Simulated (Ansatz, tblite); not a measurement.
**The cluster W3+: rung by rung**

How do method and basis change the picture of the cluster W3+ (doublet)?

The runs use Ansatz 0.2.0, Gaussian basis; as each input shows.

Plan: GFN1-xTB, GFN2-xTB, PBE-D4/def2-TZVP, r2SCAN-D4/def2-TZVP, LC-ωPBE/def2-TZVP, LDA/def2-TZVP, B3LYP-D4/def2-TZVP, CAM-B3LYP-D4/def2-TZVP, ωB97X-V/def2-TZVP, PBE-D4/def2-SVP, PBE0-D4/def2-SVP, CCSD(T)/def2-TZVP, RPA/def2-TZVP.

1 further run of the same task is left out (set aside as unsound or not needed). Runs told in other sessions of the task aren't counted.

## Step 1: The geometry

The geometry is that of the doublet, from an earlier relaxation (PBE0-D4/def2-TZVP). At that level it is the lowest of the isomers that a small search found.

3 atoms, charge 1, spin multiplicity 2.

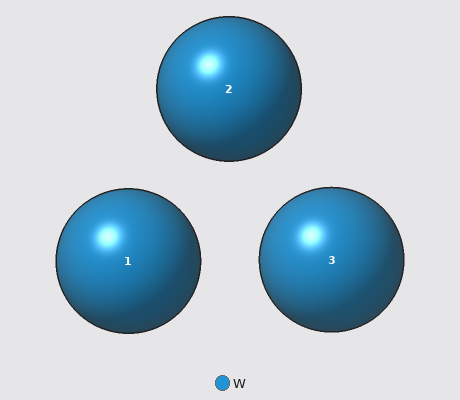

The geometry (tungsten blue); atoms are numbered from 1 in the order of the file.

Geometry (Å):

| atom | x (Å) | y (Å) | z (Å) |
| --- | --- | --- | --- |
| W1 | 1.8555 | 1.0425 | 1.8861 |
| W2 | 1.2312 | 2.4748 | 0.2190 |
| W3 | 0.3433 | 0.3697 | 0.2466 |

W takes a core potential in the def2 sets. No spin-orbit coupling is included. The ion is computed in the gas phase, without counter-ions or solvent.

PBE0-D4/def2-TZVP was run before; its log isn't repeated, and its numbers join the tables.

## Step 2: GFN1-xTB

Tight binding, by tblite at 300 K electronic temperature and without a spin-polarisation term:

```python
tblite.interface.Calculator('GFN1-xTB', numbers, positions, charge=1, uhf=1).singlepoint()
```

Energy -157.9915 eV; 0.002 s.

## Step 3: GFN2-xTB

Tight binding, by tblite at 300 K electronic temperature and without a spin-polarisation term:

```python
tblite.interface.Calculator('GFN2-xTB', numbers, positions, charge=1, uhf=1).singlepoint()
```

Energy -177.2395 eV; 0.005 s.

## Step 4: PBE-D4/def2-TZVP

start.molden holds the orbitals of an earlier run on this state, given as this run's starting guess.

File in.yaml:

```yaml
crystal:
  periodic: [false, false, false]
  atoms:
    - {symbol: W, position_ang: [1.855469, 1.042508, 1.886075]}
    - {symbol: W, position_ang: [1.231193, 2.474808, 0.218991]}
    - {symbol: W, position_ang: [0.343337, 0.369684, 0.246634]}
basis:
  gaussian: {orbitals: def2-TZVP, initial_orbitals: start.molden}
total_charge: 1
magnetization: {spin_polarized: true, initial_magnetization: 1}
hamiltonian: {xc: pbe, dispersion: d4}
scf: {omitted_lower_state_checks: [starts]}
output: {orbitals: {seedname: orbitals}}
```

Run with:

```
> ansatz run in.yaml --threads 4 --pin off --events-out ev --progress --plain --max-ram 3916MiB
```

What it wrote:

```text
Functional definition: PBE
  name "PBE"
  cite "Perdew, Burke & Ernzerhof, Phys. Rev. Lett. 77, 3865 (1996) doi:10.1103/PhysRevLett.77.3865"
  parent pbe
  parameter kappa = 0.804
  parameter beta = 0.06672455060314922
  exchange = pbe_x(kappa = kappa, mu = beta*pi^2/3)
  correlation = pbe_c(beta = beta)
these checks for a lower state are left out or cut short: starts
972 factors; their error is unknown
mean field evaluation 1: about -5470.2979 eV, gradient 4.9e0 eV
mean field evaluation 2: about -5470.5048 eV, gradient 5.0e-1 eV
mean field evaluation 4: about -5470.5204 eV, gradient 1.5e-1 eV
mean field evaluation 8: about -5470.5214 eV, gradient 3.8e-5 eV
mean field -5470.52136201 eV, -201.0379520012 hartree, gradient 1.6e-5 eV, S^2 1.021306; 0 other end points of the search recorded, 0 dependent functions left out
reference -5470.52140046 eV, -201.0379534145 hartree; 21, 20 occupied and 99, 100 virtual orbitals, 972 factors
Total energy: -5470.63845905 eV, -201.0422552381 hartree
Checks for a lower state left out: starts
```

Wall time 2.8 s (4 threads of Arm Neoverse V2, shared host).

From the report: HOMO -8.66 eV, LUMO -8.09 eV (over both spins); ⟨S²⟩ 1.021 (pure: 0.75). Doubts: spin contamination.

## Step 5: r2SCAN-D4/def2-TZVP

in.yaml: that of step 4 with these lines changed.

```diff
@@ -10,4 +10,4 @@
 magnetization: {spin_polarized: true, initial_magnetization: 1}
-hamiltonian: {xc: pbe, dispersion: d4}
+hamiltonian: {xc: r2scan, dispersion: d4}
 scf: {omitted_lower_state_checks: [starts]}
-output: {orbitals: {seedname: orbitals}}
+output: {forces: true, orbitals: {seedname: orbitals}}
```

Same command.

What it wrote, cut to the lines that bear on the results:

```text
Functional definition: r2SCAN
  name "r2SCAN"
  cite "Furness, Kaplan, Ning, Perdew & Sun, J. Phys. Chem. Lett. 11, 8208 (2020) doi:10.1021/acs.jpclett.0c02405"
  cite "Furness, Kaplan, Ning, Perdew & Sun, J. Phys. Chem. Lett. 11, 9248 (2020) doi:10.1021/acs.jpclett.0c03077"
  parent r2scan
[...]
972 factors; their error is unknown
[...]
mean field -5469.03438912 eV, -200.9833067554 hartree, gradient 2.7e-5 eV, S^2 1.490119; 0 other end points of the search recorded, 0 dependent functions left out
[...]
reference -5469.03440825 eV, -200.9833074584 hartree; 21, 20 occupied and 99, 100 virtual orbitals, 972 factors
Total energy: -5469.05181068 eV, -200.9839469861 hartree
Atom 0 at     1.855469     1.042508     1.886075 Å, force     0.295731    -0.025090     0.411355 eV/Å
Atom 1 at     1.231193     2.474808     0.218991 Å, force     0.023832     0.323345    -0.155260 eV/Å
Atom 2 at     0.343337     0.369684     0.246634 Å, force    -0.319563    -0.298255    -0.256095 eV/Å
Dipole moment:     0.000430     0.005851    -0.002810 e Å
Checks for a lower state left out: starts
```

Wall time 6.5 s (4 threads of Arm Neoverse V2, shared host).

HOMO -8.97 eV, LUMO -7.63 eV (over both spins); ⟨S²⟩ 1.490 (pure: 0.75). Doubts: spin contamination.

## Step 6: LC-ωPBE/def2-TZVP

in.yaml: that of step 5 with these lines changed.

```diff
@@ -10,4 +10,4 @@
 magnetization: {spin_polarized: true, initial_magnetization: 1}
-hamiltonian: {xc: r2scan, dispersion: d4}
+hamiltonian: {xc: {name: LC-wPBE}}
 scf: {omitted_lower_state_checks: [starts]}
-output: {forces: true, orbitals: {seedname: orbitals}}
+output: {orbitals: {seedname: orbitals}}
```

The command is unchanged.

What it wrote, cut to the lines that bear on the results:

```text
Functional definition: LC-wPBE
  name "LC-wPBE"
  cite "Vydrov & Scuseria, J. Chem. Phys. 125, 234109 (2006) doi:10.1063/1.2409292"
  cite "Heyd & Scuseria, J. Chem. Phys. 120, 7274 (2004) doi:10.1063/1.1668634"
  cite "Ernzerhof & Perdew, J. Chem. Phys. 109, 3313 (1998) doi:10.1063/1.476928"
  cite "Perdew, Burke & Ernzerhof, Phys. Rev. Lett. 77, 3865 (1996) doi:10.1103/PhysRevLett.77.3865"
  parent pbe
[...]
972 factors; their error is unknown
297 factors; integrals over basis functions are off by at most 3.1e-5 eV
[...]
mean field -5463.88283005 eV, -200.7939904515 hartree, gradient 9.7e-6 eV, S^2 2.348958; 0 other end points of the search recorded, 0 dependent functions left out
reference -5463.88283006 eV, -200.7939904518 hartree; 21, 20 occupied and 99, 100 virtual orbitals, 972 factors
Total energy: -5463.88283006 eV, -200.7939904518 hartree
Checks for a lower state left out: starts
```

Wall time 9.5 s (4 threads of Arm Neoverse V2, shared host).

HOMO -11.62 eV, LUMO -4.98 eV (over both spins); ⟨S²⟩ 2.349 (pure: 0.75). Doubts: spin contamination.

## Step 7: LDA/def2-TZVP

in.yaml: that of step 6 with these lines changed.

```diff
@@ -10,3 +10,3 @@
 magnetization: {spin_polarized: true, initial_magnetization: 1}
-hamiltonian: {xc: {name: LC-wPBE}}
+hamiltonian: {xc: lda}
 scf: {omitted_lower_state_checks: [starts]}
```

Same command.

What it wrote:

```text
Functional definition: SPW92
  name "SPW92"
  cite "Dirac, Proc. Camb. Phil. Soc. 26, 376 (1930) doi:10.1017/S0305004100016108"
  cite "Slater, Phys. Rev. 81, 385 (1951) doi:10.1103/PhysRev.81.385"
  cite "Perdew & Wang, Phys. Rev. B 45, 13244 (1992) doi:10.1103/PhysRevB.45.13244"
  exchange = slater_x
  correlation = pw_c
these checks for a lower state are left out or cut short: starts
972 factors; their error is unknown
mean field evaluation 1: about -5457.9663 eV, gradient 4.6e0 eV
mean field evaluation 2: about -5458.3680 eV, gradient 1.0e0 eV
mean field evaluation 4: about -5458.4484 eV, gradient 2.1e-2 eV
mean field evaluation 8: about -5458.4357 eV, gradient 1.7e-5 eV
mean field evaluation 16: about -5458.4357 eV, gradient 4.9e-6 eV
mean field -5458.43571721 eV, -200.5938127469 hartree, gradient 3.1e-6 eV, S^2 0.817559; 0 other end points of the search recorded, 0 dependent functions left out
reference -5458.43575211 eV, -200.5938140293 hartree; 21, 20 occupied and 99, 100 virtual orbitals, 972 factors
Total energy: -5458.43575211 eV, -200.5938140293 hartree
Checks for a lower state left out: starts
```

It took 1.5 s on 4 threads of Arm Neoverse V2, shared host.

From the report: HOMO -8.79 eV, LUMO -8.55 eV (over both spins); ⟨S²⟩ 0.818 (pure: 0.75).

## Step 8: B3LYP-D4/def2-TZVP

in.yaml: that of step 7 with these lines changed.

```diff
@@ -10,3 +10,3 @@
 magnetization: {spin_polarized: true, initial_magnetization: 1}
-hamiltonian: {xc: lda}
+hamiltonian: {xc: {name: B3LYP}, dispersion: d4}
 scf: {omitted_lower_state_checks: [starts]}
```

Same command.

What it wrote, cut to the lines that bear on the results:

```text
Functional definition: B3LYP
  name "B3LYP"
  cite "Stephens, Devlin, Chabalowski & Frisch, J. Phys. Chem. 98, 11623 (1994) doi:10.1021/j100096a001"
  cite "Becke, Phys. Rev. A 38, 3098 (1988) doi:10.1103/PhysRevA.38.3098"
  cite "Lee, Yang & Parr, Phys. Rev. B 37, 785 (1988) doi:10.1103/PhysRevB.37.785"
  cite "Vosko, Wilk & Nusair, Can. J. Phys. 58, 1200 (1980) doi:10.1139/p80-159"
[...]
1179 factors; their error is unknown
[...]
mean field -5467.59381596 eV, -200.9303666682 hartree, gradient 1.9e-5 eV, S^2 1.230413; 0 other end points of the search recorded, 0 dependent functions left out
reference -5467.59401718 eV, -200.9303740632 hartree; 21, 20 occupied and 99, 100 virtual orbitals, 1179 factors
Total energy: -5467.78899701 eV, -200.9375394397 hartree
Checks for a lower state left out: starts
```

Run time: 3.6 s. Hardware: 4 threads of Arm Neoverse V2, shared host.

Report: HOMO -9.26 eV, LUMO -7.46 eV (over both spins); ⟨S²⟩ 1.230 (pure: 0.75). Doubts: spin contamination.

## Step 9: CAM-B3LYP-D4/def2-TZVP

in.yaml: that of step 8 with these lines changed.

```diff
@@ -10,3 +10,3 @@
 magnetization: {spin_polarized: true, initial_magnetization: 1}
-hamiltonian: {xc: {name: B3LYP}, dispersion: d4}
+hamiltonian: {xc: {name: CAM-B3LYP}, dispersion: d4}
 scf: {omitted_lower_state_checks: [starts]}
```

Launched as before.

What it wrote, cut to the lines that bear on the results:

```text
Functional definition: CAM-B3LYP
  name "CAM-B3LYP"
  cite "Yanai, Tew & Handy, Chem. Phys. Lett. 393, 51 (2004) doi:10.1016/j.cplett.2004.06.011"
  cite "Iikura, Tsuneda, Yanai & Hirao, J. Chem. Phys. 115, 3540 (2001) doi:10.1063/1.1383587"
  cite "Becke, Phys. Rev. A 38, 3098 (1988) doi:10.1103/PhysRevA.38.3098"
  cite "Lee, Yang & Parr, Phys. Rev. B 37, 785 (1988) doi:10.1103/PhysRevB.37.785"
  cite "Vosko, Wilk & Nusair, Can. J. Phys. 58, 1200 (1980) doi:10.1139/p80-159"
[...]
  # Exact exchange under (alpha + beta erf(omega r))/r, Becke's under what is left of 1/r.
[...]
1140 factors; their error is unknown
237 factors; integrals over basis functions are off by at most 2.0e-5 eV
[...]
mean field -5459.81681380 eV, -200.6445671104 hartree, gradient 5.8e-6 eV, S^2 1.580784; 0 other end points of the search recorded, 0 dependent functions left out
reference -5459.81691171 eV, -200.6445707086 hartree; 21, 20 occupied and 99, 100 virtual orbitals, 1140 factors
Total energy: -5459.92732118 eV, -200.6486281818 hartree
Checks for a lower state left out: starts
```

Wall time 8.5 s (4 threads of Arm Neoverse V2, shared host).

Report: HOMO -10.49 eV, LUMO -6.20 eV (over both spins); ⟨S²⟩ 1.581 (pure: 0.75). Doubts: spin contamination.

## Step 10: ωB97X-V/def2-TZVP

in.yaml: that of step 9 with these lines changed.

```diff
@@ -10,3 +10,3 @@
 magnetization: {spin_polarized: true, initial_magnetization: 1}
-hamiltonian: {xc: {name: CAM-B3LYP}, dispersion: d4}
+hamiltonian: {xc: {name: wB97X-V}}
 scf: {omitted_lower_state_checks: [starts]}
```

Launched as before.

What it wrote, cut to the lines that bear on the results:

```text
Functional definition: wB97X-V
  name "wB97X-V"
  cite "Mardirossian & Head-Gordon, Phys. Chem. Chem. Phys. 16, 9904 (2014) doi:10.1039/C3CP54374A"
  cite "Becke, J. Chem. Phys. 107, 8554 (1997) doi:10.1063/1.475007"
  cite "Vydrov & Van Voorhis, J. Chem. Phys. 133, 244103 (2010) doi:10.1063/1.3521275"
[...]
      + integral(e_c_pw_opposite_spin*poly(b97_u_opposite, cos0, cos1)) + vv10(b, c)
[...]
1140 factors; their error is unknown
225 factors; integrals over basis functions are off by at most 9.0e-6 eV
[...]
mean field -5460.45566275 eV, -200.6680443763 hartree, gradient 5.0e-6 eV, S^2 1.569850; 0 other end points of the search recorded, 0 dependent functions left out
reference -5460.45566201 eV, -200.6680443492 hartree; 21, 20 occupied and 99, 100 virtual orbitals, 1140 factors
Total energy: -5460.45566201 eV, -200.6680443492 hartree
Checks for a lower state left out: starts
```

Wall time 33 s (4 threads of Arm Neoverse V2, shared host); peak memory 0.73 GiB.

From the report: HOMO -11.20 eV, LUMO -5.24 eV (over both spins); ⟨S²⟩ 1.570 (pure: 0.75). Doubts: spin contamination.

## Step 11: PBE-D4/def2-SVP

in.yaml: that of step 10 with these lines changed.

```diff
@@ -7,6 +7,6 @@
 basis:
-  gaussian: {orbitals: def2-TZVP, initial_orbitals: start.molden}
+  gaussian: {orbitals: def2-SVP, initial_orbitals: start.molden}
 total_charge: 1
 magnetization: {spin_polarized: true, initial_magnetization: 1}
-hamiltonian: {xc: {name: wB97X-V}}
+hamiltonian: {xc: pbe, dispersion: d4}
 scf: {omitted_lower_state_checks: [starts]}
```

Launched as before.

What it wrote:

```text
Functional definition: PBE
  name "PBE"
  cite "Perdew, Burke & Ernzerhof, Phys. Rev. Lett. 77, 3865 (1996) doi:10.1103/PhysRevLett.77.3865"
  parent pbe
  parameter kappa = 0.804
  parameter beta = 0.06672455060314922
  exchange = pbe_x(kappa = kappa, mu = beta*pi^2/3)
  correlation = pbe_c(beta = beta)
these checks for a lower state are left out or cut short: starts
921 factors; their error is unknown
mean field evaluation 1: about -5469.4334 eV, gradient 1.4e1 eV
mean field evaluation 2: about -5469.7824 eV, gradient 7.0e-1 eV
mean field evaluation 4: about -5469.8421 eV, gradient 2.1e-2 eV
mean field evaluation 8: about -5469.7792 eV, gradient 2.3e-5 eV
mean field -5469.77923815 eV, -201.0106794526 hartree, gradient 2.5e-5 eV, S^2 1.021259; 0 other end points of the search recorded, 0 dependent functions left out
reference -5469.77927736 eV, -201.0106808934 hartree; 21, 20 occupied and 75, 76 virtual orbitals, 921 factors
Total energy: -5469.89633594 eV, -201.0149827170 hartree
Checks for a lower state left out: starts
```

It took 2.5 s on 4 threads of Arm Neoverse V2, shared host.

HOMO -8.69 eV, LUMO -8.09 eV (over both spins); ⟨S²⟩ 1.021 (pure: 0.75). Doubts: spin contamination.

## Step 12: PBE0-D4/def2-SVP

in.yaml: that of step 11 with these lines changed.

```diff
@@ -10,3 +10,3 @@
 magnetization: {spin_polarized: true, initial_magnetization: 1}
-hamiltonian: {xc: pbe, dispersion: d4}
+hamiltonian: {xc: pbe0, dispersion: d4}
 scf: {omitted_lower_state_checks: [starts]}
```

Same command.

What it wrote:

```text
Functional definition: PBE0
  name "PBE0"
  cite "Adamo & Barone, J. Chem. Phys. 110, 6158 (1999) doi:10.1063/1.478522"
  cite "Perdew, Burke & Ernzerhof, Phys. Rev. Lett. 77, 3865 (1996) doi:10.1103/PhysRevLett.77.3865"
  parent pbe
  parameter a = 0.25
  parameter kappa = 0.804
  parameter beta = 0.06672455060314922
  exchange = (1 - a)*pbe_x(kappa = kappa, mu = beta*pi^2/3) + a*exact_x
  correlation = pbe_c(beta = beta)
these checks for a lower state are left out or cut short: starts
1041 factors; their error is unknown
mean field evaluation 1: about -5463.7479 eV, gradient 1.3e1 eV
mean field evaluation 2: about -5463.8685 eV, gradient 2.5e-1 eV
mean field evaluation 4: about -5464.0312 eV, gradient 1.3e-1 eV
mean field evaluation 8: about -5464.0312 eV, gradient 2.2e-5 eV
mean field -5464.03124788 eV, -200.7994447062 hartree, gradient 2.6e-5 eV, S^2 1.536884; 0 other end points of the search recorded, 0 dependent functions left out
reference -5464.03127830 eV, -200.7994458240 hartree; 21, 20 occupied and 75, 76 virtual orbitals, 1041 factors
Total energy: -5464.13103416 eV, -200.8031117844 hartree
Checks for a lower state left out: starts
```

It took 3.9 s on 4 threads of Arm Neoverse V2, shared host.

HOMO -9.58 eV, LUMO -7.05 eV (over both spins); ⟨S²⟩ 1.537 (pure: 0.75). Doubts: spin contamination.

## Step 13: CCSD(T)/def2-TZVP

File in.yaml:

```yaml
crystal:
  periodic: [false, false, false]
  atoms:
    - {symbol: W, position_ang: [1.855469, 1.042508, 1.886075]}
    - {symbol: W, position_ang: [1.231193, 2.474808, 0.218991]}
    - {symbol: W, position_ang: [0.343337, 0.369684, 0.246634]}
basis:
  gaussian: {orbitals: def2-TZVP, initial_orbitals: start.molden}
total_charge: 1
magnetization: {spin_polarized: true, initial_magnetization: 1}
correlation: {method: ccsd_t}
scf: {omitted_lower_state_checks: [starts, cluster_reference]}
output: {orbitals: {seedname: orbitals}}
```

Launched as before.

What it wrote, cut to the lines that bear on the results:

```text
Functional definition: HF
  name "HF"
  cite "Fock, Z. Phys. 61, 126 (1930) doi:10.1007/BF01340294"
  parent pbe
[...]
1116 factors; integrals over basis functions are off by at most 5.0e-4 eV
[...]
mean field -5407.94477733 eV, -198.7383049302 hartree, gradient 2.8e-6 eV, S^2 4.701056; 0 other end points of the search recorded, 0 dependent functions left out
reference -5407.94477733 eV, -198.7383049302 hartree; 21, 20 occupied and 99, 100 virtual orbitals, 1116 factors
second order -28.12921262 eV of doubles, -0.00000000 eV of singles
cycle   1  -23.60046648 eV  change     4.5e0 eV  update   3.9e-1
[...]
cycle  21  -27.92008993 eV  change   -2.6e-5 eV  update   4.3e-5
perturbative correction -2.20698196 eV, -0.0811050909 hartree
WARN: the results are in doubt because among natural orbitals full CI differs from the method by -0.119 eV
Total energy: -5438.07184922 eV, -199.8454544013 hartree
In doubt: among natural orbitals full CI differs from the method by -0.119 eV
Checks for a lower state left out: starts, cluster_reference
```

Run time: 38 s. Hardware: 4 threads of Arm Neoverse V2, shared host; peak memory 1.5 GiB.

Hartree-Fock HOMO -11.66 eV, LUMO -4.20 eV (over both spins); ⟨S²⟩ 4.701 (pure: 0.75); T1 0.111. Doubts: state flagged by the program, large T1 diagnostic, spin contamination.

## Step 14: RPA/def2-TZVP

in.yaml: that of step 13 with these lines changed.

```diff
@@ -10,4 +10,4 @@
 magnetization: {spin_polarized: true, initial_magnetization: 1}
-correlation: {method: ccsd_t}
-scf: {omitted_lower_state_checks: [starts, cluster_reference]}
-output: {orbitals: {seedname: orbitals}}
+hamiltonian: {xc: pbe}
+correlation: {method: rpa}
+scf: {omitted_lower_state_checks: [starts]}
```

Launched as before.

What it wrote:

```text
Functional definition: PBE
  name "PBE"
  cite "Perdew, Burke & Ernzerhof, Phys. Rev. Lett. 77, 3865 (1996) doi:10.1103/PhysRevLett.77.3865"
  parent pbe
  parameter kappa = 0.804
  parameter beta = 0.06672455060314922
  exchange = pbe_x(kappa = kappa, mu = beta*pi^2/3)
  correlation = pbe_c(beta = beta)
these checks for a lower state are left out or cut short: starts
1116 factors; integrals over basis functions are off by at most 5.0e-4 eV
mean field evaluation 1: about -5470.3314 eV, gradient 4.8e0 eV
mean field evaluation 2: about -5470.5331 eV, gradient 5.0e-1 eV
mean field evaluation 4: about -5470.5203 eV, gradient 1.5e-1 eV
mean field evaluation 8: about -5470.5213 eV, gradient 2.0e-5 eV
mean field -5470.52133464 eV, -201.0379509954 hartree, gradient 2.1e-6 eV, S^2 1.021302; 0 other end points of the search recorded, 0 dependent functions left out
reference -5403.14092879 eV, -198.5617667527 hartree; 21, 20 occupied and 99, 100 virtual orbitals, 1116 factors
Total energy: -5447.16277647 eV, -200.1795398157 hartree
Checks for a lower state left out: starts
```

Run time: 4.4 s. Hardware: 4 threads of Arm Neoverse V2, shared host.

⟨S²⟩ 1.021 (pure: 0.75). Doubts: spin contamination.

## Step 15: Levels side by side

| level | functions | HOMO (eV) | LUMO (eV) | gap (eV) | ⟨S²⟩ | time |
| --- | --- | --- | --- | --- | --- | --- |
| LDA/def2-TZVP | 120 | -8.79 | -8.55 | 0.24 | 0.818 | 1.5 s |
| PBE-D4/def2-SVP | 96 | -8.69 | -8.09 | 0.60 | 1.021 | 2.5 s |
| PBE-D4/def2-TZVP | 120 | -8.66 | -8.09 | 0.57 | 1.021 | 2.8 s |
| r2SCAN-D4/def2-TZVP | 120 | -8.97 | -7.63 | 1.35 | 1.490 | 6.5 s |
| B3LYP-D4/def2-TZVP | 120 | -9.26 | -7.46 | 1.80 | 1.230 | 3.6 s |
| PBE0-D4/def2-SVP | 96 | -9.58 | -7.05 | 2.54 | 1.537 | 3.9 s |
| PBE0-D4/def2-TZVP | 120 | -9.50 | -7.04 | 2.47 | 1.547 | 34 s |
| CAM-B3LYP-D4/def2-TZVP | 120 | -10.49 | -6.20 | 4.29 | 1.581 | 8.5 s |
| LC-ωPBE/def2-TZVP | 120 | -11.62 | -4.98 | 6.64 | 2.349 | 9.5 s |
| ωB97X-V/def2-TZVP | 120 | -11.20 | -5.24 | 5.95 | 1.570 | 33 s |

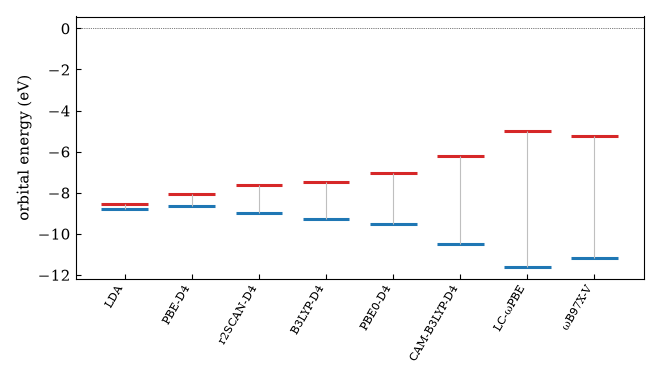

Highest filled (blue) and lowest empty (red) level in def2-TZVP, over both spins.

Energy pieces by basis (eV):

| basis | HF | MP2 correlation | CCSD correlation | (T) | total |
| --- | --- | --- | --- | --- | --- |
| def2-TZVP | -5407.9448 | -28.1292 | -27.9201 | -2.2070 | -5438.0718 |

## Step 16: Results

| quantity | value |
| --- | --- |
| gap in def2-TZVP, named functionals, smallest and largest | 0.24 eV (LDA), 6.64 eV (LC-ωPBE) |
| correlation energy, CCSD(T)/def2-TZVP | -30.13 eV |
| ⟨S²⟩ in def2-TZVP, named functionals, smallest and largest | 0.818, 2.349 |
| PBE0 total energy, smallest basis above largest | 0.85 eV (def2-SVP, def2-TZVP) |

In words: Orbital gaps of the named functionals in def2-TZVP span 0.24 eV (LDA) to 6.64 eV (LC-ωPBE); exact exchange widens it. Over the named functionals in def2-TZVP spin contamination reaches 1.60 (LC-ωPBE), so some levels may describe another state. Notes on CCSD(T)/def2-TZVP: large T1 diagnostic, spin contamination, state flagged by the program.

The slowest run with a step of its own, CCSD(T)/def2-TZVP, took 38 s; the quickest functional in def2-TZVP took 1.5 s (shared host).
